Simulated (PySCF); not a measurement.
## C4H8OSi: single-point calculation

System: C4H8OSi.
Method: CCSD(T)/pcseg-1, RHF (PySCF 2.14.0).

The geometry comes from this level: GFN2-xTB.

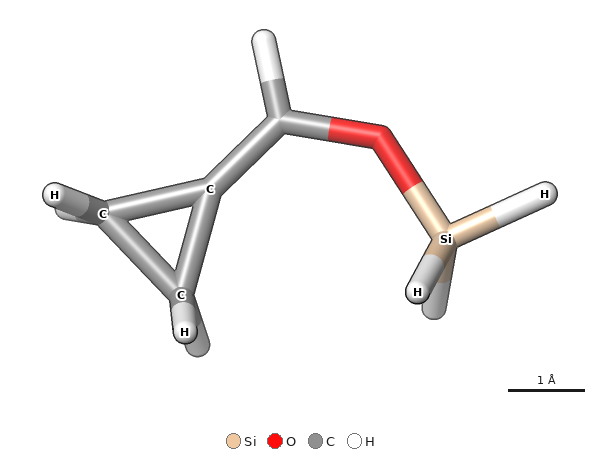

**Figure 1.** The structure (stick view, seen on its broad side). Bond lengths as drawn: C–C 1.31 to 1.52 Å, C–H 1.08 Å, C–O 1.35 Å, H–Si 1.45 to 1.46 Å and O–Si 1.63 Å.

Key numbers

```csv
quantity,value
outcome,converged
total energy,−520.680736 hartree
SCF energy,−519.785434 hartree
correlation energy,−0.895302 hartree
(T) correction,−0.027894 hartree
basis functions,128
T1 diagnostic,0.011
HOMO of the SCF reference,−9.33 eV
LUMO of the SCF reference,3.29 eV
hardware,"1 thread of Arm Neoverse V2, 24 GiB of memory available, shared host"
wall time,4.8 min
peak memory,2.1 GiB
```

Input file (job.py)
```python
from pyscf import gto, scf, cc

mol = gto.Mole()
mol.atom = 'start.xyz'
mol.max_memory = 1860
mol.spin = 0
mol.verbose = 4
mol.charge = 0
mol.basis = 'pcseg-1'
mol.build()

mf = scf.RHF(mol)
mf.conv_tol = 1e-10
mf.kernel()
if not mf.converged:
    mf = mf.newton().run(mf.mo_coeff, mf.mo_occ)

mycc = cc.CCSD(mf, frozen=10)
mycc.kernel()
e_t = mycc.ccsd_t()
etot = mycc.e_tot + e_t
print('Final energy', etot)
mf.analyze()
```

File start.xyz
```
14
C4H8OSi
Si    -0.625960     0.043400     2.295620
O      0.794020     0.457520     1.621770
C      1.236390     0.462040     0.342600
C      0.546670     0.107190    -0.712720
C     -0.707310    -0.384560    -1.293190
C      0.493920    -0.075990    -2.164210
H     -1.720770     0.871110     1.785100
H     -0.943680    -1.364250     2.046710
H     -0.298090     0.320110     3.685920
H      2.263560     0.802890     0.270170
H     -1.557450     0.281760    -1.336600
H     -0.979650    -1.420000    -1.142440
H      0.460140     0.800210    -2.796720
H      1.038200    -0.901440    -2.602000
```

Launch command:
```bash
OMP_NUM_THREADS=1 python job.py
```

Log
```
PySCF version 2.14.0

[INPUT] num. atoms = 14
[INPUT] num. electrons = 54
[INPUT] charge = 0
[INPUT] spin (= nelec alpha-beta = 2S) = 0
[INPUT] symmetry False subgroup None
[INPUT] Mole.unit = angstrom
[INPUT] Symbol           X                Y                Z      unit          X                Y                Z       unit  Magmom
[INPUT]  1 Si    -0.625960000000   0.043400000000   2.295620000000 AA   -1.182892964933   0.082014113806   4.338093086074 Bohr   0.0
[INPUT]  2 O      0.794020000000   0.457520000000   1.621770000000 AA    1.500480337427   0.864587496511   3.064701137036 Bohr   0.0
[INPUT]  3 C      1.236390000000   0.462040000000   0.342600000000 AA    2.336438483151   0.873129058594   0.647420170276 Bohr   0.0
[INPUT]  4 C      0.546670000000   0.107190000000  -0.712720000000 AA    1.033056580516   0.202559743292  -1.346845603500 Bohr   0.0
[INPUT]  5 C     -0.707310000000  -0.384560000000  -1.293190000000 AA   -1.336622185166  -0.726713078463  -2.443774927026 Bohr   0.0
[INPUT]  6 C      0.493920000000  -0.075990000000  -2.164210000000 AA    0.933373527445  -0.143600288206  -4.089764176045 Bohr   0.0
[INPUT]  7 H     -1.720770000000   0.871110000000   1.785100000000 AA   -3.251784023368   1.646159324370   3.373350104961 Bohr   0.0
[INPUT]  8 H     -0.943680000000  -1.364250000000   2.046710000000 AA   -1.783296749230  -2.578058865438   3.867721356409 Bohr   0.0
[INPUT]  9 H     -0.298090000000   0.320110000000   3.685920000000 AA   -0.563308460472   0.604920229735   6.965379317057 Bohr   0.0
[INPUT] 10 H      2.263560000000   0.802890000000   0.270170000000 AA    4.277508466520   1.517242208152   0.510547307074 Bohr   0.0
[INPUT] 11 H     -1.557450000000   0.281760000000  -1.336600000000 AA   -2.943153952704   0.532449232857  -2.525807938094 Bohr   0.0
[INPUT] 12 H     -0.979650000000  -1.420000000000  -1.142440000000 AA   -1.851270197930  -2.683411096882  -2.158898713748 Bohr   0.0
[INPUT] 13 H      0.460140000000   0.800210000000  -2.796720000000 AA    0.869538578957   1.512177742138  -5.285034847094 Bohr   0.0
[INPUT] 14 H      1.038200000000  -0.901440000000  -2.602000000000 AA    1.961913662523  -1.703474717728  -4.917067376118 Bohr   0.0

nuclear repulsion = 282.219828861165
number of shells = 34
number of NR pGTOs = 225
number of NR cGTOs = 128
basis = pcseg-1
ecp = {}

******** <class 'pyscf.scf.hf.RHF'> ********
method = RHF
initial guess = minao
damping factor = 0
level_shift factor = 0
DIIS = <class 'pyscf.scf.diis.CDIIS'>
diis_start_cycle = 1
diis_space = 8
diis_damp = 0
SCF conv_tol = 1e-10
SCF conv_tol_grad = None
SCF max_cycles = 50
direct_scf = True
direct_scf_tol = 1e-13
Set gradient conv threshold to 1e-05
Initial guess from minao.
init E= -521.163101114527
  HOMO = -0.220253455345879  LUMO = 0.0571805726585448  gap/eV = 7.54936
cycle= 1 E= -519.691829541866  delta_E= 1.47  |g|= 0.55  |ddm|= 3.69
  HOMO = -0.35339625744177  LUMO = 0.110480145942434  gap/eV = 12.62272
cycle= 2 E= -519.768970010801  delta_E= -0.0771  |g|= 0.268  |ddm|= 0.728
  HOMO = -0.343552454510847  LUMO = 0.115831251448942  gap/eV = 12.50047
cycle= 3 E= -519.783452036875  delta_E= -0.0145  |g|= 0.0855  |ddm|= 0.263
  HOMO = -0.340740629782555  LUMO = 0.12208185049508  gap/eV = 12.59404
cycle= 4 E= -519.785347929581  delta_E= -0.0019  |g|= 0.0163  |ddm|= 0.113
  HOMO = -0.343052419268661  LUMO = 0.121269920235036  gap/eV = 12.63485
cycle= 5 E= -519.785427049487  delta_E= -7.91e-05  |g|= 0.00385  |ddm|= 0.0262
  HOMO = -0.343047049729464  LUMO = 0.12099916247411  gap/eV = 12.62734
cycle= 6 E= -519.785432882237  delta_E= -5.83e-06  |g|= 0.00123  |ddm|= 0.00776
  HOMO = -0.342897371559846  LUMO = 0.121048402995275  gap/eV = 12.62461
cycle= 7 E= -519.785433570154  delta_E= -6.88e-07  |g|= 0.00038  |ddm|= 0.00273
  HOMO = -0.342923984462707  LUMO = 0.121073472051435  gap/eV = 12.62601
cycle= 8 E= -519.785433647561  delta_E= -7.74e-08  |g|= 0.000104  |ddm|= 0.00108
  HOMO = -0.342919674451257  LUMO = 0.121069451867807  gap/eV = 12.62579
cycle= 9 E= -519.785433655216  delta_E= -7.65e-09  |g|= 3.12e-05  |ddm|= 0.000383
  HOMO = -0.342918255023542  LUMO = 0.121070143286373  gap/eV = 12.62577
cycle= 10 E= -519.785433655861  delta_E= -6.45e-10  |g|= 9.83e-06  |ddm|= 0.000114
  HOMO = -0.342919340424214  LUMO = 0.121070418782946  gap/eV = 12.62580
cycle= 11 E= -519.78543365593  delta_E= -6.84e-11  |g|= 3.39e-06  |ddm|= 2.95e-05
  HOMO = -0.342918738805122  LUMO = 0.121070428681253  gap/eV = 12.62579
Extra cycle  E= -519.785433655936  delta_E= -6.37e-12  |g|= 1.59e-06  |ddm|= 7.41e-06
converged SCF energy = -519.785433655936

******** <class 'pyscf.cc.ccsd.CCSD'> ********
CC2 = 0
CCSD nocc = 17, nmo = 118
frozen orbitals 10
max_cycle = 50
direct = 0
conv_tol = 1e-07
conv_tol_normt = 1e-05
diis_space = 6
diis_start_cycle = 0
diis_start_energy_diff = 1e+09
Init t2, MP2 energy = -520.599369740123  E_corr(MP2) -0.813936084187175
Init E_corr(CCSD) = -0.813936084188401
cycle = 1  E_corr(CCSD) = -0.838856434483918  dE = -0.0249203503  norm(t1,t2) = 0.0737376
cycle = 2  E_corr(CCSD) = -0.86154435466471  dE = -0.0226879202  norm(t1,t2) = 0.0240093
cycle = 3  E_corr(CCSD) = -0.864021403508357  dE = -0.00247704884  norm(t1,t2) = 0.0116667
cycle = 4  E_corr(CCSD) = -0.867496131458685  dE = -0.00347472795  norm(t1,t2) = 0.00477937
cycle = 5  E_corr(CCSD) = -0.867563473364917  dE = -6.73419062e-05  norm(t1,t2) = 0.00109581
cycle = 6  E_corr(CCSD) = -0.867414880171666  dE = 0.000148593193  norm(t1,t2) = 0.000371141
cycle = 7  E_corr(CCSD) = -0.867400405913691  dE = 1.4474258e-05  norm(t1,t2) = 9.38458e-05
cycle = 8  E_corr(CCSD) = -0.867407863316314  dE = -7.45740262e-06  norm(t1,t2) = 3.25268e-05
cycle = 9  E_corr(CCSD) = -0.867406916331773  dE = 9.4698454e-07  norm(t1,t2) = 1.35307e-05
cycle = 10  E_corr(CCSD) = -0.867407494319761  dE = -5.77987987e-07  norm(t1,t2) = 4.6493e-06
cycle = 11  E_corr(CCSD) = -0.867407585978301  dE = -9.16585403e-08  norm(t1,t2) = 2.27922e-06
```

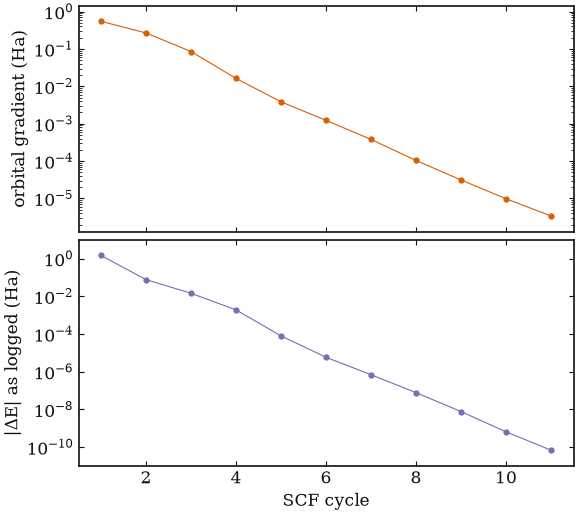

**Figure 2.** Convergence of the self-consistent field: orbital gradient and size of the energy change against the SCF cycle. The residual falls at every step.

```
CCSD converged
E(CCSD) = -520.6528412419142  E_corr = -0.8674075859783013
CCSD(T) correction = -0.0278944966193855
Final energy -520.6807357385336
**** SCF Summaries ****
Total Energy =                        -519.785433655935890
Nuclear Repulsion Energy =             282.219828861164956
One-electron Energy =                -1274.163510676094120
Two-electron Energy =                  472.158248158993331
Two-electron Coulomb Energy =          524.426141058910844
DFT Exchange-Correlation Energy =      -52.267892899917513
HOMO-LUMO gap [eV] =                    12.625788345570200
**** MO energy ****
MO #1   energy= -68.772902337237   occ= 2
MO #2   energy= -20.5457554427025  occ= 2
MO #3   energy= -11.2923266517461  occ= 2
MO #4   energy= -11.2323947199433  occ= 2
MO #5   energy= -11.2315954542973  occ= 2
MO #6   energy= -11.2212294919184  occ= 2
MO #7   energy= -6.13988633006136  occ= 2
MO #8   energy= -4.25673829980418  occ= 2
MO #9   energy= -4.25463464882853  occ= 2
MO #10  energy= -4.2544941994206   occ= 2
MO #11  energy= -1.39452517015465  occ= 2
MO #12  energy= -1.16143590696145  occ= 2
MO #13  energy= -0.98027443196709  occ= 2
MO #14  energy= -0.841581083083122 occ= 2
MO #15  energy= -0.810851330769044 occ= 2
MO #16  energy= -0.708149406856247 occ= 2
MO #17  energy= -0.676194818724822 occ= 2
MO #18  energy= -0.657750717650944 occ= 2
MO #19  energy= -0.645004627825375 occ= 2
MO #20  energy= -0.597110341902745 occ= 2
MO #21  energy= -0.535757153338605 occ= 2
MO #22  energy= -0.527176026133729 occ= 2
MO #23  energy= -0.482281607607119 occ= 2
MO #24  energy= -0.475830182791214 occ= 2
MO #25  energy= -0.444843647098294 occ= 2
MO #26  energy= -0.439861723298649 occ= 2
MO #27  energy= -0.342918738805122 occ= 2
MO #28  energy= 0.121070428681253  occ= 0
MO #29  energy= 0.150626065096698  occ= 0
MO #30  energy= 0.167479645455693  occ= 0
MO #31  energy= 0.174580463751143  occ= 0
MO #32  energy= 0.174809703273969  occ= 0
MO #33  energy= 0.20209744881597   occ= 0
MO #34  energy= 0.206028230177521  occ= 0
MO #35  energy= 0.24137008142091   occ= 0
MO #36  energy= 0.244353675629562  occ= 0
MO #37  energy= 0.259721983564539  occ= 0
MO #38  energy= 0.301808937340948  occ= 0
MO #39  energy= 0.307576934072468  occ= 0
MO #40  energy= 0.337181533756583  occ= 0
MO #41  energy= 0.341343177597123  occ= 0
MO #42  energy= 0.345066002720191  occ= 0
MO #43  energy= 0.414159316251892  occ= 0
MO #44  energy= 0.472376224021324  occ= 0
MO #45  energy= 0.491527846149806  occ= 0
MO #46  energy= 0.502668565231718  occ= 0
MO #47  energy= 0.567167172714705  occ= 0
MO #48  energy= 0.620770842405511  occ= 0
MO #49  energy= 0.626926692678963  occ= 0
MO #50  energy= 0.662627251581869  occ= 0
MO #51  energy= 0.664809791913303  occ= 0
MO #52  energy= 0.691255100497947  occ= 0
MO #53  energy= 0.698395528131698  occ= 0
MO #54  energy= 0.738056495815333  occ= 0
MO #55  energy= 0.741492428346827  occ= 0
MO #56  energy= 0.768848326226681  occ= 0
MO #57  energy= 0.796845431862006  occ= 0
MO #58  energy= 0.804220509371944  occ= 0
MO #59  energy= 0.845627132360118  occ= 0
MO #60  energy= 0.858790066493498  occ= 0
MO #61  energy= 0.865376077282973  occ= 0
MO #62  energy= 0.87082961535585   occ= 0
MO #63  energy= 0.89239314668316   occ= 0
MO #64  energy= 0.927226271489977  occ= 0
MO #65  energy= 0.935264676438146  occ= 0
MO #66  energy= 0.957896901115407  occ= 0
MO #67  energy= 0.976269610571704  occ= 0
MO #68  energy= 1.01361500242125   occ= 0
MO #69  energy= 1.0898914510294    occ= 0
MO #70  energy= 1.20431568902511   occ= 0
MO #71  energy= 1.22052035830146   occ= 0
MO #72  energy= 1.23811934627276   occ= 0
MO #73  energy= 1.26779849031474   occ= 0
MO #74  energy= 1.30995878998933   occ= 0
MO #75  energy= 1.32543173377273   occ= 0
MO #76  energy= 1.39166449349086   occ= 0
MO #77  energy= 1.55262471460319   occ= 0
MO #78  energy= 1.62320394847033   occ= 0
MO #79  energy= 1.63661517584343   occ= 0
MO #80  energy= 1.77132320768781   occ= 0
MO #81  energy= 1.77770289981776   occ= 0
MO #82  energy= 1.82435913558589   occ= 0
MO #83  energy= 1.8511235095074    occ= 0
MO #84  energy= 1.96736237752446   occ= 0
MO #85  energy= 2.01656425977512   occ= 0
MO #86  energy= 2.05768378760337   occ= 0
MO #87  energy= 2.06155235551641   occ= 0
MO #88  energy= 2.06599917813272   occ= 0
MO #89  energy= 2.08856396319783   occ= 0
MO #90  energy= 2.16601336946607   occ= 0
MO #91  energy= 2.16829878985765   occ= 0
MO #92  energy= 2.17311387627622   occ= 0
MO #93  energy= 2.2022041128126    occ= 0
MO #94  energy= 2.20832832002653   occ= 0
MO #95  energy= 2.26049262189313   occ= 0
MO #96  energy= 2.28953958007604   occ= 0
MO #97  energy= 2.33066148003717   occ= 0
MO #98  energy= 2.33157540431745   occ= 0
MO #99  energy= 2.35154995430922   occ= 0
MO #100 energy= 2.37556518844498   occ= 0
MO #101 energy= 2.39981216562569   occ= 0
MO #102 energy= 2.47222973023983   occ= 0
MO #103 energy= 2.50170168682778   occ= 0
MO #104 energy= 2.53550008091324   occ= 0
MO #105 energy= 2.55446559938969   occ= 0
MO #106 energy= 2.55663869647652   occ= 0
MO #107 energy= 2.62320372142182   occ= 0
MO #108 energy= 2.6639050305592    occ= 0
MO #109 energy= 2.69190887069648   occ= 0
MO #110 energy= 2.75384549374046   occ= 0
MO #111 energy= 2.8259521537821    occ= 0
MO #112 energy= 2.85945895067134   occ= 0
MO #113 energy= 2.87250186235475   occ= 0
MO #114 energy= 2.92435640742095   occ= 0
MO #115 energy= 2.93743133535193   occ= 0
MO #116 energy= 2.95228921276277   occ= 0
MO #117 energy= 3.00103304618705   occ= 0
MO #118 energy= 3.12611892233468   occ= 0
MO #119 energy= 3.16768544232676   occ= 0
MO #120 energy= 3.26299713129263   occ= 0
MO #121 energy= 3.30455604951109   occ= 0
MO #122 energy= 3.44203496228097   occ= 0
MO #123 energy= 3.49082782158162   occ= 0
MO #124 energy= 3.60452720342396   occ= 0
MO #125 energy= 3.62019338605117   occ= 0
MO #126 energy= 3.638988280353     occ= 0
MO #127 energy= 3.74159879772192   occ= 0
MO #128 energy= 3.85500156929096   occ= 0
 ** Mulliken pop on meta-lowdin orthogonal AOs  **
 ** Mulliken pop  **
pop of  0 Si 1s           2.00000
pop of  0 Si 2s           1.99987
pop of  0 Si 3s           0.95517
pop of  0 Si 4s           0.00649
pop of  0 Si 2px          1.99999
pop of  0 Si 2py          1.99998
pop of  0 Si 2pz          1.99999
pop of  0 Si 3px          0.54647
pop of  0 Si 3py          0.77311
pop of  0 Si 3pz          0.70765
pop of  0 Si 4px          0.01512
pop of  0 Si 4py          0.01755
pop of  0 Si 4pz          0.01286
pop of  0 Si 3dxy         0.01269
pop of  0 Si 3dyz         0.00444
pop of  0 Si 3dz^2        0.01426
pop of  0 Si 3dxz         0.01144
pop of  0 Si 3dx2-y2      0.01213
pop of  1 O 1s            1.99999
pop of  1 O 2s            1.58284
pop of  1 O 3s            0.00250
pop of  1 O 2px           1.71101
pop of  1 O 2py           1.84030
pop of  1 O 2pz           1.50032
pop of  1 O 3px           0.00713
pop of  1 O 3py           0.01098
pop of  1 O 3pz           0.00448
pop of  1 O 3dxy          0.00125
pop of  1 O 3dyz          0.00057
pop of  1 O 3dz^2         0.00277
pop of  1 O 3dxz          0.00116
pop of  1 O 3dx2-y2       0.00178
pop of  2 C 1s            1.99998
pop of  2 C 2s            0.92875
pop of  2 C 3s            0.00757
pop of  2 C 2px           1.04795
pop of  2 C 2py           0.99785
pop of  2 C 2pz           0.81862
pop of  2 C 3px           0.00616
pop of  2 C 3py           0.00459
pop of  2 C 3pz           0.01350
pop of  2 C 3dxy          0.00133
pop of  2 C 3dyz          0.00391
pop of  2 C 3dz^2         0.00404
pop of  2 C 3dxz          0.00445
pop of  2 C 3dx2-y2       0.00182
pop of  3 C 1s            1.99998
pop of  3 C 2s            0.90789
pop of  3 C 3s            0.00790
pop of  3 C 2px           1.05844
pop of  3 C 2py           1.06624
pop of  3 C 2pz           1.03856
pop of  3 C 3px           0.00520
pop of  3 C 3py           0.01189
pop of  3 C 3pz           0.00443
pop of  3 C 3dxy          0.00107
pop of  3 C 3dyz          0.00165
pop of  3 C 3dz^2         0.00249
pop of  3 C 3dxz          0.00287
pop of  3 C 3dx2-y2       0.00117
pop of  4 C 1s            1.99998
pop of  4 C 2s            0.97963
pop of  4 C 3s            0.00360
pop of  4 C 2px           0.96818
pop of  4 C 2py           1.09348
pop of  4 C 2pz           1.11071
pop of  4 C 3px           0.00662
pop of  4 C 3py           0.00304
pop of  4 C 3pz           0.00267
pop of  4 C 3dxy          0.00208
pop of  4 C 3dyz          0.00065
pop of  4 C 3dz^2         0.00171
pop of  4 C 3dxz          0.00261
pop of  4 C 3dx2-y2       0.00246
pop of  5 C 1s            1.99998
pop of  5 C 2s            0.97759
pop of  5 C 3s            0.00383
pop of  5 C 2px           1.07274
pop of  5 C 2py           1.10734
pop of  5 C 2pz           0.98138
pop of  5 C 3px           0.00319
pop of  5 C 3py           0.00266
pop of  5 C 3pz           0.00649
pop of  5 C 3dxy          0.00123
pop of  5 C 3dyz          0.00153
pop of  5 C 3dz^2         0.00279
pop of  5 C 3dxz          0.00229
pop of  5 C 3dx2-y2       0.00179
pop of  6 H 1s            1.14579
pop of  6 H 2s            0.00313
pop of  6 H 2px           0.00229
pop of  6 H 2py           0.00151
pop of  6 H 2pz           0.00068
pop of  7 H 1s            1.14577
pop of  7 H 2s            0.00313
pop of  7 H 2px           0.00020
pop of  7 H 2py           0.00405
pop of  7 H 2pz           0.00024
pop of  8 H 1s            1.12971
pop of  8 H 2s            0.00261
pop of  8 H 2px           0.00044
pop of  8 H 2py           0.00024
pop of  8 H 2pz           0.00377
pop of  9 H 1s            0.87654
pop of  9 H 2s            0.01510
pop of  9 H 2px           0.00191
pop of  9 H 2py           0.00033
pop of  9 H 2pz           0.00034
pop of  10 H 1s           0.88957
pop of  10 H 2s           0.01151
pop of  10 H 2px          0.00122
pop of  10 H 2py          0.00070
pop of  10 H 2pz          0.00012
pop of  11 H 1s           0.88970
pop of  11 H 2s           0.01149
pop of  11 H 2px          0.00029
pop of  11 H 2py          0.00160
pop of  11 H 2pz          0.00015
pop of  12 H 1s           0.88962
pop of  12 H 2s           0.01187
pop of  12 H 2px          0.00012
pop of  12 H 2py          0.00117
pop of  12 H 2pz          0.00074
pop of  13 H 1s           0.88967
pop of  13 H 2s           0.01186
pop of  13 H 2px          0.00057
pop of  13 H 2py          0.00101
pop of  13 H 2pz          0.00045
 ** Mulliken atomic charges  **
charge of    0Si =      0.91079
charge of    1O =     -0.66705
charge of    2C =      0.15947
charge of    3C =     -0.10978
charge of    4C =     -0.17743
charge of    5C =     -0.16483
charge of    6H =     -0.15340
charge of    7H =     -0.15338
charge of    8H =     -0.13678
charge of    9H =      0.10579
charge of   10H =      0.09688
charge of   11H =      0.09677
charge of   12H =      0.09649
charge of   13H =      0.09645
Dipole moment(X, Y, Z, Debye): -0.70537, -0.34717, -0.89362
```

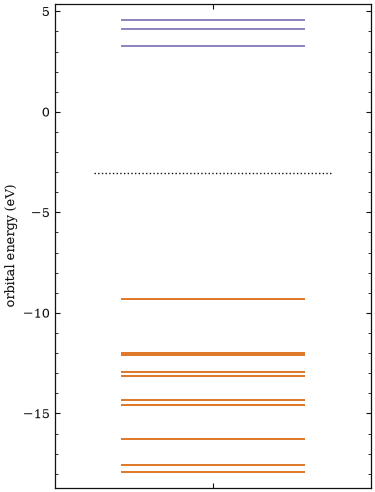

**Figure 3.** Orbital energies near the frontier (SCF reference); the dotted line parts filled from empty levels, and levels within 0.02 eV of each other stand side by side. Highest filled −9.33 eV, lowest empty 3.29 eV, 12.62 eV apart.
